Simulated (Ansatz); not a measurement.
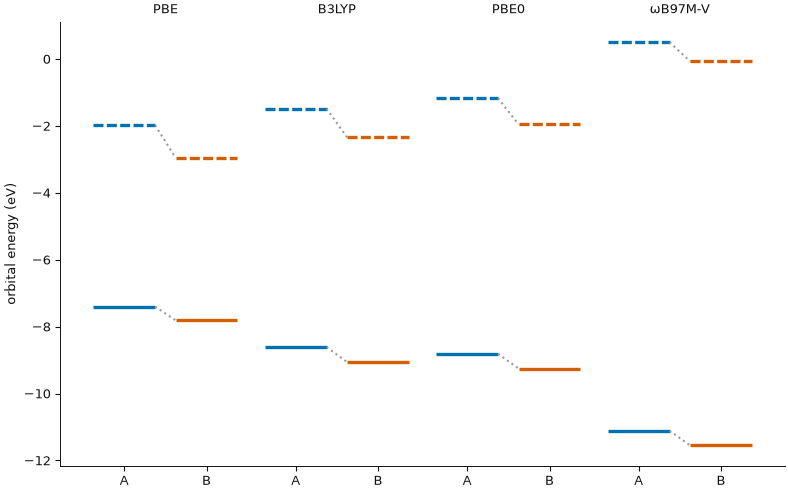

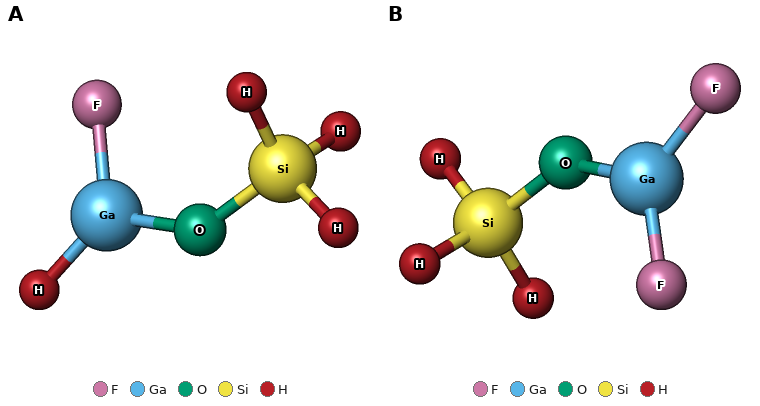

One change: A, GaSiH₄OF (SMILES [F][GaH][O][SiH3]), becomes B, GaSiH₃OF₂ (SMILES [F][Ga]([F])[O][SiH3]). H on Ga is replaced by F. HOMO (solid) and LUMO (dashed) computed in def2-TZVPP at PBE0-D4/def2-TZVP geometries, both minima by their frequencies, gas phase, the Ansatz code 0.2.0. Empty levels above zero depend strongly on the basis.

What does the change do to HOMO and LUMO?

PBE: the HOMO falls by 0.41 eV, the LUMO falls by 0.98 eV, and the separation goes from 5.42 to 4.86 eV. B3LYP: the HOMO falls by 0.45 eV, the LUMO falls by 0.86 eV, and the separation goes from 7.13 to 6.72 eV. PBE0: the HOMO falls by 0.44 eV, the LUMO falls by 0.79 eV, and the separation goes from 7.64 to 7.30 eV. ωB97M-V: the HOMO falls by 0.44 eV, the LUMO falls by 0.57 eV, and the separation goes from 11.61 to 11.48 eV.

Do the functionals agree on the effect?

They agree on the direction for both levels; the HOMO shift lies between −0.45 and −0.41 eV and the LUMO shift between −0.98 and −0.57 eV, while the separations themselves differ by up to 6.6 eV between functionals.

Known limits of this run: one conformer of each flexible molecule.
